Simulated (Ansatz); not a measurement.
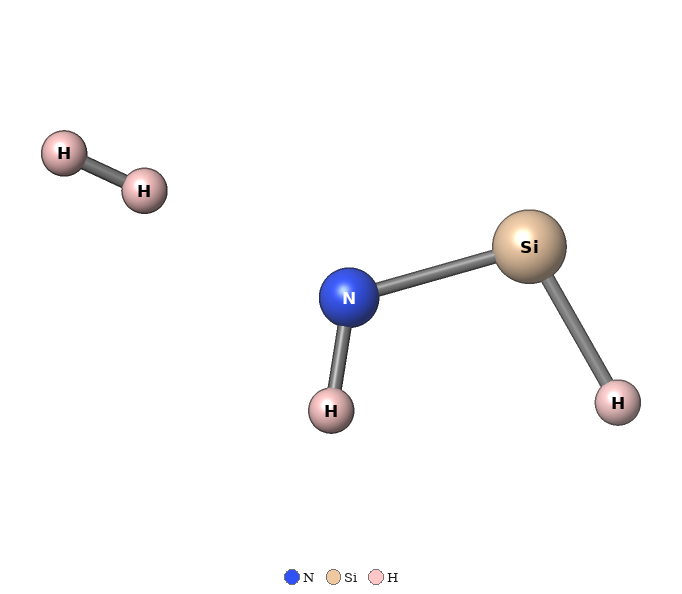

All atoms lie in one plane, which faces the viewer. State: charge −1, singlet. The geometry was computed by an optimisation with PBE-D4/def2-SVPD. No frequency run is at hand to confirm it as a minimum.

Q: Which symmetry elements does this geometry have?

A: It has 1 mirror plane, so the point group is Cs. The group has 2 operations. The geometry is achiral, and symmetry allows a dipole moment.
